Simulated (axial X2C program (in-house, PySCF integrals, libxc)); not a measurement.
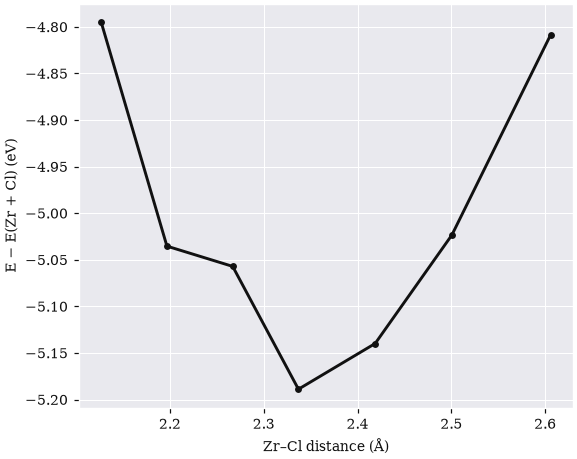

Fig. 1: Energy at 7 bond lengths, for one set of occupations held fixed; the line joins the points. The lowest point is at 2.34 Å; the points are too few or too rough near it for spectroscopic constants. The lowest point lies 5.19 eV below Zr + Cl.

Relativistic diatomic calculation for ZrCl

- system: ZrCl, single determinant with Ω = 3/2.
- method: M06, two-component X2C with atomic mean-field Coulomb and Gaunt terms, Zr dyall-cv3z, Cl dyall-av3z (cores contracted) (axial X2C program (in-house, PySCF integrals, libxc))

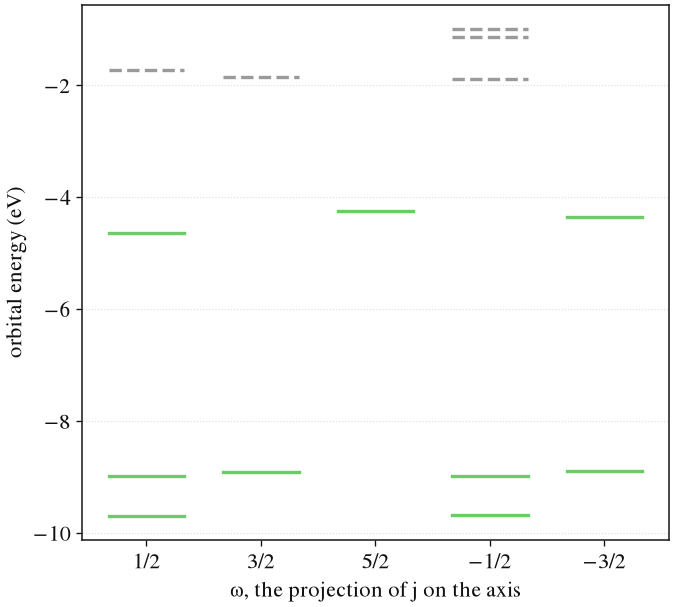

Fig. 2: Orbital energies near the frontier at 2.34 Å, filled (solid) and empty (dashed). The highest filled spinor (5/2; 99 % Zr d) lies at −4.26 eV, the lowest empty one (−1/2; 68 % Zr d, 24 % Zr p) at −1.90 eV.

These pictures come from the run below.

**Input file**
```
{"zs": [40, 17], "q": 0, "bas": ["dyall-cv3z", "dyall-av3z"], "levels": ["PBE0", "HF", "M06"], "cc": true, "r0": 2.53, "thr": -1.0, "nmax": 90, "npts": 10, "nst": 2, "ntry": 6}
```

The line is the task of a batch: nuclear charges, charge, bases, the levels to run, a first guess of the distance and further settings. This report covers M06 with spin-orbit coupling. The log is that of the reference distance 2.337 Å.

Launched within a batch (the task file carries these settings):
```bash
python <driver script> task.json out
```

**Log**
```
two-component X2C + atomic mean field  M06
basis functions 223  fitting functions 1043  grid points 5083
iter        total energy     max residual
   1      -4058.553378315     1.84e-01
   2      -4058.558755592     3.42e-03
   3      -4058.558727085     3.34e-03
   4      -4058.558979899     1.16e-03
   5      -4058.559009057     3.07e-04
   6      -4058.559016605     2.31e-04
   7      -4058.559024202     1.99e-04
   8      -4058.559030608     1.69e-04
   9      -4058.559040480     1.20e-04
  10      -4058.559046642     5.71e-05
  11      -4058.559048372     2.91e-05
  12      -4058.559048745     1.52e-05
  13      -4058.559048798     1.13e-05
  14      -4058.559048807     8.36e-06
  15      -4058.559048815     4.41e-06
  16      -4058.559048817     7.46e-07
  17      -4058.559048818     3.72e-07
converged
one-electron -5909.53959250  Coulomb 1842.21764527  exact exchange -38.00580851  xc functional -105.53351194  nuclear repulsion 153.97539727  atomic mean-field constant -1.67317840
```

**The points of the curve**

| R (Å) | E (hartree) | dipole (D; origin at the first atom, positive when the second is positive) | highest filled (eV) | lowest empty (eV) |
| --- | --- | --- | --- | --- |
| 2.127 | −4058.544569 | −2.88 | −3.84 | −1.53 |
| 2.197 | −4058.553406 | −3.10 | −3.98 | −1.65 |
| 2.267 | −4058.554205 | −2.83 | −4.38 | −3.85 |
| 2.337 | −4058.559049 | −3.67 | −4.26 | −1.90 |
| 2.419 | −4058.557247 | −4.03 | −4.42 | −2.06 |
| 2.501 | −4058.552965 | −4.39 | −4.57 | −2.21 |
| 2.606 | −4058.545076 | −4.86 | −4.77 | −2.42 |

**Summary**

- outcome: converged
- hardware: 1 thread of AMD EPYC (Zen 5), 192 GiB of memory available, shared host
- wall time: 31 s
- peak memory: 0.75 GiB

**Notes**

To bear in mind: curve is not smooth near the minimum; 7 of the 10 points asked for were kept.
